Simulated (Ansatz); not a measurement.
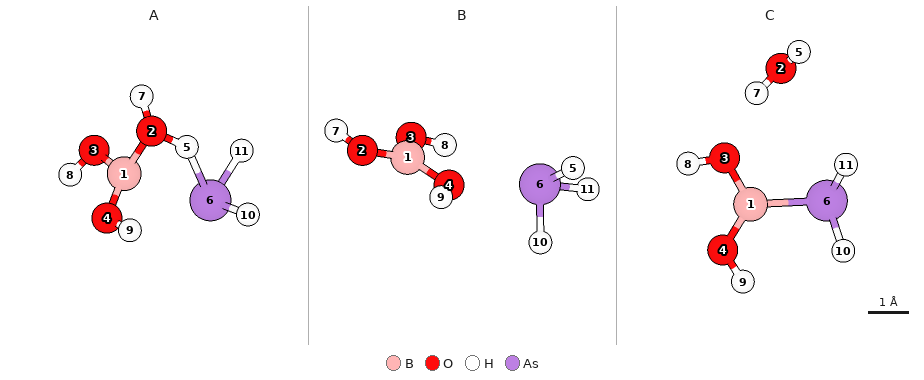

Three geometries of BAsH₆O₃: a saddle point and the two minima that it joins, in shuffled order. A ball-and-stick model, seen at a tilt. Sticks join atoms that are closer than about 1.2 times the sum of their covalent radii (a little more with hydrogen).

Stationary points at PBE0-D4/def2-TZVP, single-point energies with CCSD(T)/CBS, r2SCAN-D4, r2SCAN0-D4 (def2-TZVPP where no basis is named; Ansatz 0.2.0). The energies are electronic, without zero-point or thermal terms, and both ends are the minima reached downhill from the saddle, with any fragments still in contact. CCSD(T)/CBS stands for a frozen-core estimate: MP2 correlation extrapolated from def2-TZVPP and def2-QZVPP, CCSD(T) minus MP2 from the smaller set.

Q: Which frame is the transition state, what reaction does it lead through, and what barrier is to be expected?

A: Frame A is the saddle point. Counted by bonded pieces, B holds AsH₃ + BH₃O₃ and C holds BAsH₄O₂ + H₂O. From B over the saddle to C, bonds form: B1–As6 (3.86 → 2.52 → 2.05 Å), O2–H5 (5.50 → 1.14 → 0.96 Å). Bonds break: B1–O2 (1.37 → 1.54 → 3.62 Å), H5–As6 (1.52 → 1.99 → 3.86 Å). The saddle has one imaginary mode, 1021i cm⁻¹. With CCSD(T)/CBS the barrier is 232.7 kJ/mol from B and 124.0 kJ/mol from C, and C lies 108.8 kJ/mol above B.

```csv
level,barrier from B (kJ/mol),barrier from C (kJ/mol),C less B (kJ/mol)
CCSD(T)/CBS,232.7,124.0,108.8
r2SCAN-D4,210.8,96.5,114.2
r2SCAN0-D4,221.9,104.3,117.6
```

Against CCSD(T)/CBS, r2SCAN0-D4 comes closest on the barrier from B (−10.8 kJ/mol) and r2SCAN-D4 misses most (−21.9 kJ/mol).

Limits of the set-up: the start holds two separate molecules, 2.6 Å apart at their closest, whose relative position is a soft coordinate.
